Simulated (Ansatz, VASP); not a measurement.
**CdSe (Cadmoselite): VASP beside Ansatz**

One calculation is typed for both programs; each brings its own data sets. How far apart do they land? The cell is taken from a series of VASP runs on this material, whose earlier steps may have relaxed, scaled or displaced it; both programs get it as it stands. Valence electrons are named where the data sets of a main pair hold unlike numbers.

Program: Ansatz 0.2.0. Level of theory: plane waves, with VASP 6.6.1 beside it; band structure at r2SCAN with rVV10, single point at r2SCAN with rVV10 and band structure at r2SCAN with rVV10, spin-orbit coupling. Results are calculated unless marked as measured.

### 1. Starting point

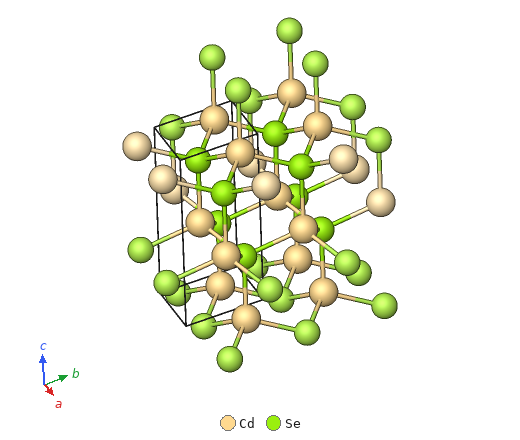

The cell as given, slightly off an axis (cadmium orange, selenium green). 2×2×1 cells are drawn. Some periodic images of atoms are drawn too.

### 2. Ansatz: band structure, r2SCAN with rVV10

Ansatz runs on its default PAW (the set named soft_2) files.

The same path points are solved in both programs, so levels can be compared one by one.

Input file input.yaml:

```yaml
crystal:
  lattice:
    - [4.3156289234, 0.0, 0.0]
    - [-2.1578144617, 3.737444281, 0.0]
    - [0.0, 0.0, 7.0446329691]
  atoms:
    - { symbol: Cd, position: [0.3333333333, 0.6666666667, 0.0046907969] }
    - { symbol: Cd, position: [0.6666666667, 0.3333333333, 0.5046907969] }
    - { symbol: Se, position: [0.3333333333, 0.6666666667, 0.3803092031] }
    - { symbol: Se, position: [0.6666666667, 0.3333333333, 0.8803092031] }
hamiltonian:
  xc: r2scan
  pseudopotentials: { kind: paw }
  dispersion: rvv10
kpoints:
  mp_grid: { grid: [6, 6, 3] }
  band_path:
    path:
      - [0.0, 0.0, 0.0]
      - [0.13333, 0.0, 0.0]
      - [0.3, 0.0, 0.0]
      - [0.46667, 0.0, 0.0]
      - [0.46667, 0.06667, 0.0]
      - [0.41111, 0.17778, 0.0]
      - [0.35556, 0.28889, 0.0]
      - [0.28889, 0.28889, 0.0]
      - [0.17778, 0.17778, 0.0]
      - [0.06667, 0.06667, 0.0]
      - [0.0, 0.0, 0.03333]
      - [0.0, 0.0, 0.2]
      - [0.0, 0.0, 0.36667]
      - [0.0, 0.0, 0.5]
      - [0.16667, 0.0, 0.5]
      - [0.3, 0.0, 0.5]
      - [0.46667, 0.0, 0.5]
      - [0.46667, 0.06667, 0.5]
      - [0.41111, 0.17778, 0.5]
      - [0.35556, 0.28889, 0.5]
      - [0.28889, 0.28889, 0.5]
      - [0.17778, 0.17778, 0.5]
      - [0.06667, 0.06667, 0.5]
      - [0.5, 0.0, 0.46667]
      - [0.5, 0.0, 0.3]
      - [0.5, 0.0, 0.13333]
      - [0.33333, 0.33333, 0.0]
      - [0.33333, 0.33333, 0.16667]
      - [0.33333, 0.33333, 0.33333]
      - [0.33333, 0.33333, 0.5]
    npoints: 1
scf:
  occupations: { method: gaussian, width: 0.05 }
  n_extra_bands: 8
output:
  forces: true
  stress: true
  eigenvalues: true
```

The run is started by

```
$ ansatz run input.yaml --threads 2 --pin off --max-ram 4608MiB --backend cpu --events-out ev --progress --plain --runs-dir out
```

Numbers of over 12 decimals in the logs are rounded to 6 here.

Log:

```text
scf.n_extra_bands = 8 over 36 filled bands (N_el = 72.0): the run solves 44 bands
Engine: ansatz 0.2.0, aarch64-unknown-linux-gnu
Pseudopotentials: kind: paw
Pseudopotential: Cd, paw, valence charge 20, recommended cutoff 500 eV (meta_gga), Cd.paw.azcp
Pseudopotential: Se, paw, valence charge 16, recommended cutoff 500 eV (meta_gga), Se.paw.azcp
Functional definition: r2SCAN+rVV10
  parameter k0 = 0.174
  parameter k1 = 0.065
  parameter a1 = 4.9479
  exchange = r2scan_x(k0 = k0, k1 = k1, a1 = a1)
  correlation = r2scan_c + rvv10(11.95, 0.0093)
Crystal: 4 atoms, lattice volume = 113.626 Å³
Basis set: ecut = 500 eV, 2875 PW (Γ), exchange–correlation on 144×144×240 points (64 copies of the dense FFT grid, shifted against one another)
Bands: 44, of which v1, the nominal top of the filled ones, is band 36 counted from 1 (35 counted from 0)
Symmetry: 12 space group operations
Space group: P63mc (ITA 186), of the structure as read, at distance tolerance 4.8e-5 Å
k-points: 14 of 108 (time reversal used)
Non-local potential: Cd, projectors of the file, l = 0: 3, l = 1: 2, l = 2: 2, l = 3: 1
Non-local potential: Se, projectors of the file, l = 0: 2, l = 1: 2, l = 2: 3, l = 3: 1
PAW form: soft (Blöchl's): semilocal exchange-correlation on the pseudo side does not see the compensation charge
rVV10 density: all electrons in the spheres
PAW frozen core: Cd, regenerated for the run's functional (the file was generated under x = pbe(κ = 0.804, μ = 0.219515), c = pbe(β = 0.066725))
PAW frozen core: Se, regenerated for the run's functional (the file was generated under x = pbe(κ = 0.804, μ = 0.219515), c = pbe(β = 0.066725))
PAW one-centre angular grid: Cd, 590 points (default); XC on 160 Gauss nodes
PAW one-centre angular grid: Se, 590 points (default); XC on 160 Gauss nodes
Initial density: superposition of atomic densities (neutral atoms: chi_scale 0, normalization atom), corrected by the library's trained network
Initial wavefunctions: pseudopotential atomic-orbital guess
Functional: x = r2scan, c = r2scan + rvv10(b = 11.95, C = 0.0093); τ floored in thin density (d = 2e-4 eV/Å³)
SCF iter   1: F=—  HF=-27489.227907 eV  |F-HF|=—  |Δ(HF+E_count)|=         —  Δρ=4.85e-3  dr2=1.37e-2  dr2_τ=3.04e-2  ethr=1.77e-3  ⟨swp⟩=6.4  Hψ=2267  notcnv=0  defer=12
preconditioner: auto → Resta (q_TF=auto, 2.529 Å⁻¹)  ε∞=3.7  [insulator: Δε(μ)=1.078 eV  Ē_g=12.738 eV  σ=0.050 eV  W_gap=1.00  n_scr=34 (ndim 8)  ℏωp=20.9 eV  f_vac=0.204  D(μ)=0.00/eV (n_scr^D=0)  ε∞_Penn≈3.7]
SCF iter   2: F=—  HF=-27489.249500 eV  |F-HF|=—  |Δ(HF+E_count)|=   2.16e-2  Δρ=2.81e-3  dr2=4.46e-3  dr2_τ=8.73e-4  ethr=1.90e-5  ⟨swp⟩=2.0  Hψ=1191  notcnv=0  defer=41
SCF iter   3: F=—  HF=-27489.252044 eV  |F-HF|=—  |Δ(HF+E_count)|=   2.54e-3  Δρ=8.28e-4  dr2=6.87e-4  dr2_τ=5.25e-5  ethr=6.19e-6  ⟨swp⟩=2.0  Hψ=940  notcnv=0  defer=41
SCF iter   4: F=—  HF=-27489.252311 eV  |F-HF|=—  |Δ(HF+E_count)|=   2.67e-4  Δρ=1.89e-4  dr2=4.41e-5  dr2_τ=2.66e-6  ethr=9.55e-7  ⟨swp⟩=2.0  Hψ=967  notcnv=0  defer=41
SCF iter   5: F=—  HF=-27489.252342 eV  |F-HF|=—  |Δ(HF+E_count)|=   3.04e-5  Δρ=6.38e-5  dr2=5.96e-6  dr2_τ=1.67e-7  ethr=6.13e-8  ⟨swp⟩=2.0  Hψ=827  notcnv=0  defer=41
SCF iter   6: F=—  HF=-27489.252342 eV  |F-HF|=—  |Δ(HF+E_count)|=   1.47e-9  Δρ=1.76e-5  dr2=3.49e-7  dr2_τ=1.33e-8  ethr=8.28e-9  ⟨swp⟩=2.0  Hψ=799  notcnv=0  defer=41
SCF iter   7: F=-27489.252342 eV  HF=-27489.252342 eV  |F-HF|=8.79e-9  |Δ(HF+E_count)|=   1.06e-7  Δρ=4.23e-6  dr2=1.92e-8  dr2_τ=1.27e-9  ethr=1.39e-10  ⟨swp⟩=8.9  Hψ=2811  notcnv=0
SCF 1 converged in 7 iterations: F = -27489.252342 eV  dr2 = 1.92e-8
  greatest PAW one-centre occupation: 1.001 electrons in one spin orbital (limit 2), on the Cd atom at site 1 (counted from 0), in its partial waves of l = 1
NSCF: frozen V_eff on 30 k-points
SCF converged after 7 iterations
Free energy (F): -27489.252342 eV
Harris-Foulkes:  -27489.252342 eV  (|F-HF|=8.79e-9)
Internal energy: -27489.252342 eV  (E = F + TS)
E sigma→0 (E₀):  -27489.252342 eV
Fermi energy:    7.568989 eV
--- Per-component energies (eV) ---
  E_band       = -1865.081524
  E_kinetic    = 1248.447114
  E_local      = -12825.329159  (includes V_loc(G=0)·N_el)
  E_nonlocal   = -1121.522226
  E_hartree    = 6099.384232
  E_xc         = -526.923187
  E_vxc        = -701.433147  (∫ρ·V_xc dr)
  E_paw        = -12062.572560  (= ΣΔE_a)
  E_vpaw       = -709.036520  (= ΣTr[D̂ρ^β])
  E_aug_tail   = -0.000414  (compensation charges beyond the density's cutoff)
  E_vtau       = 45.019020  (kinetic-family band-sum trace: ∫τ·v_τ [+ j·A + Jᵃ·Aᵃ] dr)
  E_ewald      = -8296.077060
  E_core_change = -4.659082  (= ΣΔE_core)
  E_smearing   = -0.000000  (= −TS)
  E_closure    = -0.000000  (closes the sum)
  Σ components = -27489.252342   (vs F -27489.252342, Δ=0.00e0)
--- Forces (eV/Å), atoms counted from 1 ---
  atom   1  Cd     0.00000000    -0.00000000     0.00056560
  atom   2  Cd     0.00000000     0.00000000     0.00056560
  atom   3  Se    -0.00000000    -0.00000000    -0.00057219
  atom   4  Se     0.00000000     0.00000000    -0.00057219
  max |Σ_I F_I| component: 1.32e-5 eV/Å
--- Stress (GPa, compression-positive) ---
        0.019577       0.000000       0.000000
       -0.000000       0.019577       0.000000
        0.000000      -0.000000      -0.002776
  P = ⅓ Tr σ = 0.0121 GPa (0.121 kbar)
--- Band table (eV; the first three rows and the last of 14) ---
  k-point 0: bands = [... 32 lower, 6.2666, 6.9743, 7.0249, 7.0249, 8.1115, 9.6620, 13.3972, 13.3972, ... 4 higher]
  k-point 1: bands = [... 32 lower, 6.4448, 6.4448, 6.8231, 6.8231, 9.4407, 9.8066, 13.0802, 13.5507, ... 4 higher]
  k-point 2: bands = [... 32 lower, 5.7015, 5.9465, 6.7697, 6.8343, 9.3663, 10.6010, 12.6590, 13.7296, ... 4 higher]
  k-point 13: bands = [... 32 lower, 4.2455, 4.9272, 5.7117, 5.7117, 11.4896, 11.4896, 12.2664, 13.7643, ... 4 higher]
```

Elapsed: 14 s, on 2 threads of Arm Neoverse V2, shared host; peak memory 0.69 GiB; 27 s of CPU time.

The column dr2 measures how far the density is from self-consistency, as an energy; F and HF (Harris–Foulkes) agree once it is small.

(Continued in part 2 of 3.)

[Lines on the potential files, build, host, timing and source positions are cut from VASP's logs without a mark.]

[Logs are printed without paths, hosts, clocks, repeated set-up lines and the standing remarks that a program may print on its own settings, such as how far it seeks lower states.]

[Hosts, paths, dates, database ids (printed as entryN), source tags and the programs' standing remarks are cut or masked in the printed files.]
